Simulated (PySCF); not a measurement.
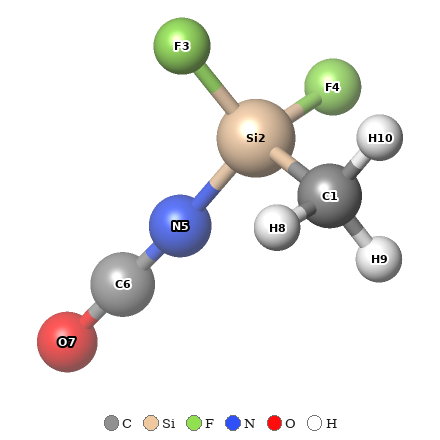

C₂H₃F₂NOSi (methyldifluoroisocyanate silane), SMILES C[Si](F)(F)N=C=O. Vertical core-electron binding energies by ΔSCF (SCAN, pcX-2 on the ionised atom, pcseg-1 elsewhere, spin-free X2C; PySCF 2.14.0, at a PBE0-D3(BJ)/def2-SVP geometry (no frequency check)), gas phase, against the vacuum level. One atom of each kind was ionised; within a panel, areas follow the number of like atoms and 2j + 1 (2p levels are split by first-order spin-orbit coupling, an approximation), each panel is scaled alone, Gaussians of 0.4 eV full width. Only the regions named are shown.

> Predict the Si 2p, C 1s and O 1s photoelectron lines.

```csv
level,atoms,binding energy (eV)
Si 2p1/2,Si2,110.2
Si 2p3/2,Si2,109.6
C 1s,C6,295.7
C 1s,C1,291.3
O 1s,O7,540.0
```

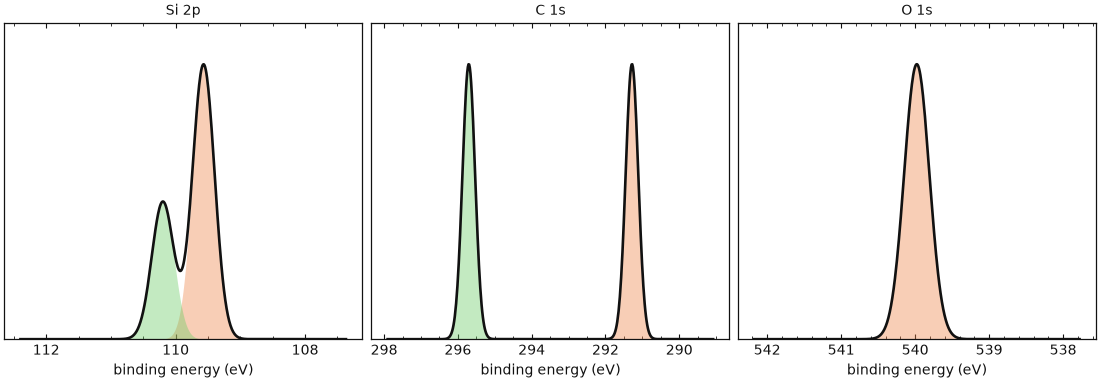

Caveats: one conformer of a flexible molecule.
